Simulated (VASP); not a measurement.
Band structure of SmSnAu (space group P6_3/mmc). Computed with PBEsol GGA, VASP's PBE PAW potentials (set 64) (plane waves; VASP 6.6.1).

The 4f electrons are frozen in the core of the lanthanide potential, so 4f levels, which can set the real gap, and their magnetism are missing.  Unless said otherwise, spin-orbit coupling is left out, though it shifts the bands of the heavy elements here.

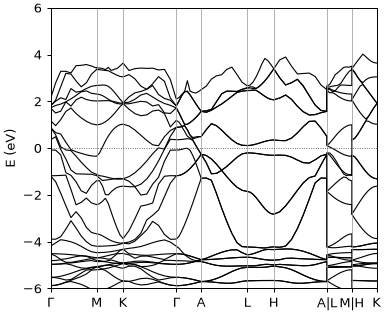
Fig. 1. Bands along high-symmetry lines, zero at the valence-band maximum or, without a gap, the Fermi level

Task: Read the plot: is there a gap, and where are the band edges?

Result: It has no gap at this level: it comes out as a metal or semimetal. (Edges off the drawn lines would not show.)

The structure comes from a computed database's SmSnAu entry (P6_3/mmc); how it stands against other phases isn't given here. It was relaxed first, which changed the volume by -6 %.
